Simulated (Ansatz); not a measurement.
## Nudged elastic band, with input and output: BH3F (part 1 of 2)

System: BH3F, multiplicity 2.
Method: UKS B3LYP-D4/def2-TZVP (Ansatz 0.2.0).

The run did not end well. It belongs to a series of runs on one base structure; here: band between the two ends.

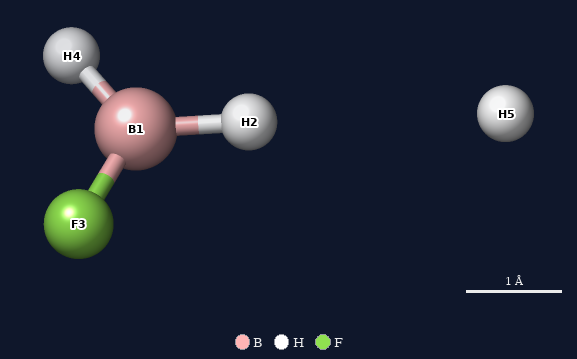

**Figure 1.** The starting structure (ball-and-stick view, seen at a tilt; atoms are numbered from 1 in the order of the input).

**Input**
```yaml
crystal:
  periodic: [false, false, false]
  atoms:
    - { symbol: B, position_ang: [-0.031456, 0.0, -0.24522] }
    - { symbol: H, position_ang: [-0.035052, 0.0, 0.947862] }
    - { symbol: F, position_ang: [1.139156, 0.0, -0.857971] }
    - { symbol: H, position_ang: [-1.014022, 0.0, -0.921787] }
    - { symbol: H, position_ang: [0.053975, 0.0, 3.662115] }
magnetization:
  spin_polarized: true
  initial_magnetization: 1
basis:
  gaussian: { orbitals: def2-TZVP }
hamiltonian:
  xc: b3lyp
  dispersion: d4
neb:
  order_check: false
  images: 7
  f_tol: 0.03
  max_iterations: 60
  final_atoms:
    - { symbol: B, position_ang: [0.04760396, -0.00019283, -0.66934955] }
    - { symbol: H, position_ang: [0.01056084, -0.00044807, 2.54308567] }
    - { symbol: F, position_ang: [1.1439292, 0.00018825, -1.37552769] }
    - { symbol: H, position_ang: [-1.03195329, 0.00024405, -1.1983124] }
    - { symbol: H, position_ang: [-0.05753971, 0.0002086, 3.28510296] }
  initial_path:
    images:
      - { positions_ang: [[-0.031456, 0.0, -0.24522], [-0.035052, 0.0, 0.947862], [1.139156, 0.0, -0.857971], [-1.014022, 0.0, -0.921787], [0.053975, 0.0, 3.662115]] }
      - { positions_ang: [[-0.02318565, 0.0, -0.18393211], [-0.02701424, 0.0, 1.07087761], [1.14106558, 0.0, -0.80759626], [-1.01726631, 0.0, -0.84091642], [0.03900162, 0.0, 3.34656618]] }
      - { positions_ang: [[-0.0149153, 0.0, -0.12264422], [-0.01897648, 0.0, 1.19389323], [1.14297517, 0.0, -0.75722153], [-1.02051062, 0.0, -0.76004584], [0.02402823, 0.0, 3.03101736]] }
      - { positions_ang: [[-0.00664495, 0.0, -0.06135632], [-0.01093872, 0.0, 1.31690884], [1.14488475, 0.0, -0.70684679], [-1.02375493, 0.0, -0.67917525], [0.00905485, 0.0, 2.71546853]] }
      - { positions_ang: [[0.0016254, 0.0, -6.843e-05], [-0.00290096, 0.0, 1.43992445], [1.14679434, 0.0, -0.65647206], [-1.02699924, 0.0, -0.59830467], [-0.00591854, 0.0, 2.39991971]] }
      - { positions_ang: [[0.01312004, -4.821e-05, -0.16738871], [0.00046449, -0.00011202, 1.71571476], [1.14607805, 4.706e-05, -0.83623597], [-1.02823775, 6.101e-05, -0.7483066], [-0.01882383, 5.215e-05, 2.62121552]] }
      - { positions_ang: [[0.02461468, -9.641e-05, -0.33470899], [0.00382994, -0.00022404, 1.99150506], [1.14536177, 9.412e-05, -1.01599987], [-1.02947626, 0.00012203, -0.89830853], [-0.03172913, 0.0001043, 2.84251134]] }
      - { positions_ang: [[0.03610932, -0.00014462, -0.50202927], [0.00719539, -0.00033606, 2.26729537], [1.14464549, 0.00014119, -1.19576378], [-1.03071478, 0.00018304, -1.04831047], [-0.04463442, 0.00015645, 3.06380715]] }
      - { positions_ang: [[0.04760396, -0.00019283, -0.66934955], [0.01056084, -0.00044807, 2.54308567], [1.1439292, 0.00018825, -1.37552769], [-1.03195329, 0.00024405, -1.1983124], [-0.05753971, 0.0002086, 3.28510296]] }
```

Hardware: 2 threads of Arm Neoverse V2, 24 GiB of memory available, shared host.

Launch command:
```bash
ansatz run input.yaml --threads 2 --pin off --max-ram 3072MiB --backend cpu --events-out ev --progress --plain --runs-dir out
```

**Log**
```
Engine: ansatz 0.2.0, aarch64-unknown-linux-gnu
Functional definition: B3LYP
  parameter a0 = 0.2
  parameter ax = 0.72
  parameter ac = 0.81
  exchange = (1 - a0 - ax)*slater_x + ax*b88_x + a0*exact_x
  correlation = (1 - ac)*vwn_rpa_c + ac*lyp_c
457 factors; their error is unknown
mean field evaluation 1: about -3440.6818 eV, gradient 2.0e1 eV
mean field evaluation 2: about -3439.8126 eV, gradient 2.9e1 eV
mean field evaluation 4: about -3441.9663 eV, gradient 5.8e-1 eV
mean field evaluation 8: about -3441.9725 eV, gradient 9.9e-2 eV
mean field evaluation 16: about -3441.9725 eV, gradient 1.3e-5 eV
mean field -3441.97252124 eV, -126.4901571029 hartree, gradient 1.3e-5 eV, S^2 0.750077; 0 other end points of the search recorded, 0 dependent functions left out
the calculation of the forces begins
reference -3441.97274466 eV, -126.4901653134 hartree; 9, 8 occupied and 71, 72 virtual orbitals, 457 factors
457 factors; their error is unknown
mean field -3442.02321740 eV, -126.4920201522 hartree, gradient 2.4e-5 eV, S^2 0.751664; 0 other end points of the search recorded, 0 dependent functions left out
[... from here on the field's lines of each further geometry are left out, up to the last ...]
NEB iter   1: max|band force component| = 2.315e0 eV/Å  barrier→ = 0.3047 eV  barrier← = 0.3528 eV  Δτ_max = 0.1983 Å  (244 SCF iters)
NEB iter   2: max|band force component| = 1.578e0 eV/Å  barrier→ = 0.4649 eV  barrier← = 0.5130 eV  Δτ_max = 0.1392 Å  (211 SCF iters)
NEB iter   3: max|band force component| = 1.455e0 eV/Å  barrier→ = 0.3209 eV  barrier← = 0.3690 eV  Δτ_max = 0.0531 Å  (210 SCF iters)
NEB iter   4: max|band force component| = 4.649e-1 eV/Å  barrier→ = 0.2461 eV  barrier← = 0.2942 eV  CI = image 4  Δτ_max = 0.1592 Å  (205 SCF iters)
NEB iter   5: max|band force component| = 3.204e-1 eV/Å  barrier→ = 0.3049 eV  barrier← = 0.3531 eV  CI = image 4  Δτ_max = 0.0638 Å  (210 SCF iters)
NEB iter   6: max|band force component| = 7.260e-1 eV/Å  barrier→ = 0.2975 eV  barrier← = 0.3457 eV  CI = image 4  Δτ_max = 0.0320 Å  (210 SCF iters)
NEB iter   7: max|band force component| = 4.586e-1 eV/Å  barrier→ = 0.2968 eV  barrier← = 0.3450 eV  CI = image 4  Δτ_max = 0.0320 Å  (209 SCF iters)
NEB iter   8: max|band force component| = 2.444e-1 eV/Å  barrier→ = 0.2968 eV  barrier← = 0.3449 eV  CI = image 4  Δτ_max = 0.0320 Å  (203 SCF iters)
NEB iter   9: max|band force component| = 6.328e-2 eV/Å  barrier→ = 0.2968 eV  barrier← = 0.3449 eV  CI = image 4  Δτ_max = 0.0632 Å  (191 SCF iters)
NEB iter  10: max|band force component| = 1.432e-1 eV/Å  barrier→ = 0.2968 eV  barrier← = 0.3449 eV  CI = image 4  Δτ_max = 0.0319 Å  (186 SCF iters)
NEB iter  11: max|band force component| = 1.836e-1 eV/Å  barrier→ = 0.2968 eV  barrier← = 0.3449 eV  CI = image 4  Δτ_max = 0.0160 Å  (183 SCF iters)
NEB iter  12: max|band force component| = 1.617e-1 eV/Å  barrier→ = 0.2968 eV  barrier← = 0.3449 eV  CI = image 4  Δτ_max = 0.0160 Å  (187 SCF iters)
NEB iter  13: max|band force component| = 1.461e-1 eV/Å  barrier→ = 0.2967 eV  barrier← = 0.3449 eV  CI = image 4  Δτ_max = 0.0320 Å  (191 SCF iters)
NEB iter  14: max|band force component| = 1.932e-1 eV/Å  barrier→ = 0.2967 eV  barrier← = 0.3449 eV  CI = image 4  Δτ_max = 0.0160 Å  (213 SCF iters)
NEB iter  15: max|band force component| = 1.505e-1 eV/Å  barrier→ = 0.2964 eV  barrier← = 0.3445 eV  CI = image 4  Δτ_max = 0.0160 Å  (216 SCF iters)
NEB iter  16: max|band force component| = 1.598e-1 eV/Å  barrier→ = 0.2954 eV  barrier← = 0.3436 eV  CI = image 4  Δτ_max = 0.0321 Å  (206 SCF iters)
NEB iter  17: max|band force component| = 1.541e-1 eV/Å  barrier→ = 0.2938 eV  barrier← = 0.3419 eV  CI = image 4  Δτ_max = 0.0630 Å  (213 SCF iters)
NEB iter  18: max|band force component| = 1.090e-1 eV/Å  barrier→ = 0.2904 eV  barrier← = 0.3386 eV  CI = image 4  Δτ_max = 0.0645 Å  (212 SCF iters)
NEB iter  19: max|band force component| = 1.494e-1 eV/Å  barrier→ = 0.2834 eV  barrier← = 0.3316 eV  CI = image 4  Δτ_max = 0.0325 Å  (211 SCF iters)
NEB iter  20: max|band force component| = 1.233e-1 eV/Å  barrier→ = 0.2780 eV  barrier← = 0.3261 eV  CI = image 4  Δτ_max = 0.0325 Å  (212 SCF iters)
NEB iter  21: max|band force component| = 1.512e-1 eV/Å  barrier→ = 0.2738 eV  barrier← = 0.3219 eV  CI = image 4  Δτ_max = 0.0160 Å  (212 SCF iters)
NEB iter  22: max|band force component| = 1.769e-1 eV/Å  barrier→ = 0.2695 eV  barrier← = 0.3177 eV  CI = image 4  Δτ_max = 0.0080 Å  (212 SCF iters)
NEB iter  23: max|band force component| = 1.319e-1 eV/Å  barrier→ = 0.2691 eV  barrier← = 0.3172 eV  CI = image 4  Δτ_max = 0.0080 Å  (209 SCF iters)
NEB iter  24: max|band force component| = 1.102e-1 eV/Å  barrier→ = 0.2686 eV  barrier← = 0.3167 eV  CI = image 4  Δτ_max = 0.0160 Å  (204 SCF iters)
NEB iter  25: max|band force component| = 8.739e-2 eV/Å  barrier→ = 0.2670 eV  barrier← = 0.3152 eV  CI = image 4  Δτ_max = 0.0321 Å  (211 SCF iters)
NEB iter  26: max|band force component| = 9.246e-2 eV/Å  barrier→ = 0.2627 eV  barrier← = 0.3108 eV  CI = image 4  Δτ_max = 0.0321 Å  (212 SCF iters)
NEB iter  27: max|band force component| = 9.868e-2 eV/Å  barrier→ = 0.2571 eV  barrier← = 0.3052 eV  CI = image 4  Δτ_max = 0.0319 Å  (211 SCF iters)
NEB iter  28: max|band force component| = 1.214e-1 eV/Å  barrier→ = 0.2586 eV  barrier← = 0.3068 eV  CI = image 4  Δτ_max = 0.0161 Å  (214 SCF iters)
NEB iter  29: max|band force component| = 1.247e-1 eV/Å  barrier→ = 0.2558 eV  barrier← = 0.3039 eV  CI = image 4  Δτ_max = 0.0161 Å  (212 SCF iters)
NEB iter  30: max|band force component| = 1.748e-1 eV/Å  barrier→ = 0.2526 eV  barrier← = 0.3007 eV  CI = image 4  Δτ_max = 0.0080 Å  (216 SCF iters)
NEB iter  31: max|band force component| = 1.005e-1 eV/Å  barrier→ = 0.2536 eV  barrier← = 0.3017 eV  CI = image 4  Δτ_max = 0.0080 Å  (210 SCF iters)
NEB iter  32: max|band force component| = 9.583e-2 eV/Å  barrier→ = 0.2521 eV  barrier← = 0.3002 eV  CI = image 4  Δτ_max = 0.0080 Å  (190 SCF iters)
NEB iter  33: max|band force component| = 9.458e-2 eV/Å  barrier→ = 0.2509 eV  barrier← = 0.2991 eV  CI = image 4  Δτ_max = 0.0160 Å  (178 SCF iters)
NEB iter  34: max|band force component| = 9.427e-2 eV/Å  barrier→ = 0.2482 eV  barrier← = 0.2963 eV  CI = image 4  Δτ_max = 0.0318 Å  (207 SCF iters)
NEB iter  35: max|band force component| = 1.079e-1 eV/Å  barrier→ = 0.2409 eV  barrier← = 0.2890 eV  CI = image 4  Δτ_max = 0.0653 Å  (209 SCF iters)
NEB iter  36: max|band force component| = 1.253e0 eV/Å  barrier→ = 0.2225 eV  barrier← = 0.2706 eV  CI = image 4  Δτ_max = 0.0320 Å  (207 SCF iters)
NEB iter  37: max|band force component| = 2.185e-1 eV/Å  barrier→ = 0.2174 eV  barrier← = 0.2656 eV  CI = image 4  Δτ_max = 0.0648 Å  (212 SCF iters)
NEB iter  38: max|band force component| = 1.069e0 eV/Å  barrier→ = 0.1940 eV  barrier← = 0.2422 eV  CI = image 4  Δτ_max = 0.0321 Å  (212 SCF iters)
NEB iter  39: max|band force component| = 2.683e-1 eV/Å  barrier→ = 0.1800 eV  barrier← = 0.2282 eV  CI = image 4  Δτ_max = 0.0643 Å  (211 SCF iters)
NEB iter  40: max|band force component| = 3.092e-1 eV/Å  barrier→ = 0.1446 eV  barrier← = 0.1927 eV  CI = image 4  Δτ_max = 0.0641 Å  (214 SCF iters)
NEB iter  41: max|band force component| = 3.872e-1 eV/Å  barrier→ = 0.1010 eV  barrier← = 0.1491 eV  CI = image 4  Δτ_max = 0.1302 Å  (203 SCF iters)
NEB iter  42: max|band force component| = 4.450e-1 eV/Å  barrier→ = 0.0300 eV  barrier← = 0.0781 eV  CI = image 4  Δτ_max = 0.0641 Å  (203 SCF iters)
NEB iter  43: max|band force component| = 5.135e-1 eV/Å  barrier→ = 0.0073 eV  barrier← = 0.0555 eV  CI = image 2  Δτ_max = 0.1281 Å  (204 SCF iters)
NEB iter  44: max|band force component| = 4.794e-1 eV/Å  barrier→ = 0.0049 eV  barrier← = 0.0531 eV  CI = image 1  Δτ_max = 0.1274 Å  (210 SCF iters)
NEB iter  45: max|band force component| = 5.523e0 eV/Å  barrier→ = 0.4824 eV  barrier← = 0.5305 eV  CI = image 2  Δτ_max = 0.0648 Å  (215 SCF iters)
NEB iter  46: max|band force component| = 3.952e0 eV/Å  barrier→ = 0.2865 eV  barrier← = 0.3346 eV  CI = image 2  Δτ_max = 0.1265 Å  (209 SCF iters)
NEB iter  47: max|band force component| = 2.980e0 eV/Å  barrier→ = 0.1023 eV  barrier← = 0.1504 eV  CI = image 2  Δτ_max = 0.2000 Å  (215 SCF iters)
NEB iter  48: max|band force component| = 9.036e-1 eV/Å  barrier→ = 0.0435 eV  barrier← = 0.0917 eV  CI = image 5  Δτ_max = 0.1914 Å  (205 SCF iters)
NEB iter  49: max|band force component| = 6.274e-1 eV/Å  barrier→ = 0.1053 eV  barrier← = 0.1534 eV  CI = image 5  Δτ_max = 0.1024 Å  (209 SCF iters)
NEB iter  50: max|band force component| = 4.801e-1 eV/Å  barrier→ = 0.0996 eV  barrier← = 0.1478 eV  CI = image 5  Δτ_max = 0.0598 Å  (211 SCF iters)
NEB iter  51: max|band force component| = 2.679e-1 eV/Å  barrier→ = 0.0814 eV  barrier← = 0.1295 eV  CI = image 5  Δτ_max = 0.1821 Å  (200 SCF iters)
NEB iter  52: max|band force component| = 3.422e0 eV/Å  barrier→ = 0.4068 eV  barrier← = 0.4550 eV  CI = image 1  Δτ_max = 0.0967 Å  (220 SCF iters)
NEB iter  53: max|band force component| = 2.200e0 eV/Å  barrier→ = 0.1733 eV  barrier← = 0.2214 eV  CI = image 1  Δτ_max = 0.1954 Å  (208 SCF iters)
NEB iter  54: max|band force component| = 1.684e0 eV/Å  barrier→ = 0.0762 eV  barrier← = 0.1244 eV  CI = image 2  Δτ_max = 0.1961 Å  (218 SCF iters)
NEB iter  55: max|band force component| = 7.156e0 eV/Å  barrier→ = 0.8364 eV  barrier← = 0.8845 eV  CI = image 1  Δτ_max = 0.0973 Å  (218 SCF iters)
NEB iter  56: max|band force component| = 2.443e0 eV/Å  barrier→ = 0.1322 eV  barrier← = 0.1804 eV  CI = image 1  Δτ_max = 0.1481 Å  (208 SCF iters)
NEB iter  57: max|band force component| = 1.524e0 eV/Å  barrier→ = 0.0423 eV  barrier← = 0.0905 eV  CI = image 5  Δτ_max = 0.1930 Å  (207 SCF iters)
NEB iter  58: max|band force component| = 6.511e-1 eV/Å  barrier→ = 0.0772 eV  barrier← = 0.1253 eV  CI = image 5  Δτ_max = 0.2000 Å  (217 SCF iters)
NEB iter  59: max|band force component| = 3.666e-1 eV/Å  barrier→ = 0.0804 eV  barrier← = 0.1286 eV  CI = image 5  Δτ_max = 0.1973 Å  (203 SCF iters)
the calculation of the forces begins
reference -3442.00971470 eV, -126.4915239374 hartree; 9, 8 occupied and 71, 72 virtual orbitals, 457 factors
these checks for a lower state are left out or cut short: starts, cluster_reference, orbital_swaps, neighbouring_geometries, increment
457 factors; their error is unknown
mean field -3442.01988440 eV, -126.4918976668 hartree, gradient 1.7e-5 eV, S^2 0.751636; 0 other end points of the search recorded, 0 dependent functions left out
the calculation of the forces begins
reference -3442.02011789 eV, -126.4919062475 hartree; 9, 8 occupied and 71, 72 virtual orbitals, 457 factors
NEB iter  60: max|band force component| = 3.268e0 eV/Å  barrier→ = 0.4242 eV  barrier← = 0.4723 eV  CI = image 1  Δτ_max = 0.1033 Å  (213 SCF iters)
```
